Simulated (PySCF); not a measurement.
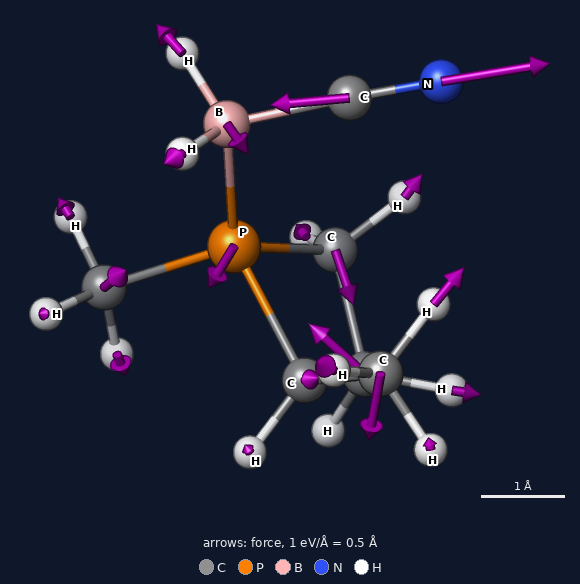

Starting geometry of C6H13BNP with the computed forces as purple arrows. The picture is a ball-and-stick view, seen from a free direction.

The start comes from GFN2-xTB. Its atoms were then displaced at random by about 0.01 Å.

Computed with PBE0-D3(BJ)/def2-SVP geometry optimisation, gas phase (PySCF). 

What follows when this structure is relaxed?

Answer. It isn't relaxed: the largest force vector, on the N atom, is 2.72 eV/Å. The final displacements have little in common with the starting forces (cosine between the two patterns 0.23). The atom that moves furthest after the best rigid fit is an H atom (0.17 Å). Largest moves by element: H 0.17 Å, N 0.08 Å, B 0.08 Å, C 0.07 Å, P 0.06 Å. Near-neighbour distances that change, for instance: B–H 1.175 → 1.222 Å, C–C 1.587 → 1.546 Å, C–P 1.848 → 1.815 Å, C–H 1.073 → 1.100 Å. Among the angles between lasting bonds that change: C–P–C 104.1° → 108.6°, C–P–B 116.7° → 112.8°, C–C–H 113.8° → 117.7°. After 10 geometry steps the energy has fallen by 26.1 kJ/mol.
